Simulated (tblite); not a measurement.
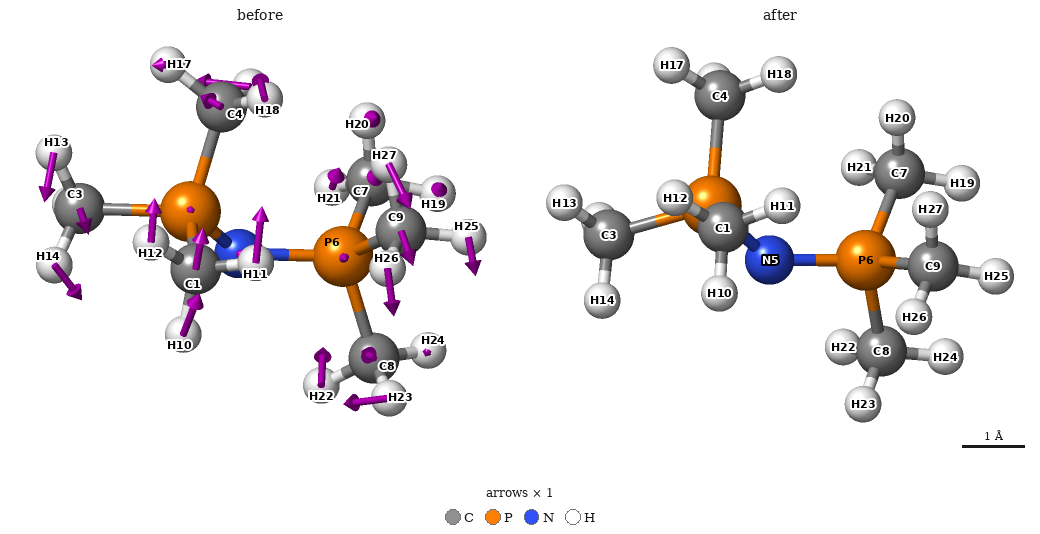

The structure of C$_{6}$H$_{18}$NP$_{2}$ (charge +1) before (left) and after (right) a relaxation, at one scale. The purple arrows give the displacements, at their true length.

The picture is a ball-and-stick view, seen from a free direction.

Level of theory: tblite 0.8.0, GFN2-xTB geometry optimisation, gas phase. 

> Describe what moved and what it gained.

After 184 geometry steps the energy has fallen by 17.7 kcal/mol. An H atom moves most after the best rigid fit: 1.03 Å. By element the largest moves are H 1.03 Å, C 0.73 Å, N 0.31 Å, P 0.14 Å. Among the contacts that change: N–P 1.716 → 1.608 Å, N–P 1.558 → 1.609 Å, C–P 1.852 → 1.806 Å, C–H 1.128 → 1.088 Å. Among the angles between lasting bonds that change: P–N–P 127.4° → 134.6°, C–P–N 111.2° → 104.8°, C–P–C 113.4° → 107.0°. Groups turn about N–P by about 35°, C–P by about 35°, C–P by about 30°. Cost: 2 s on 1 thread of AMD EPYC 9R14, on a shared host.
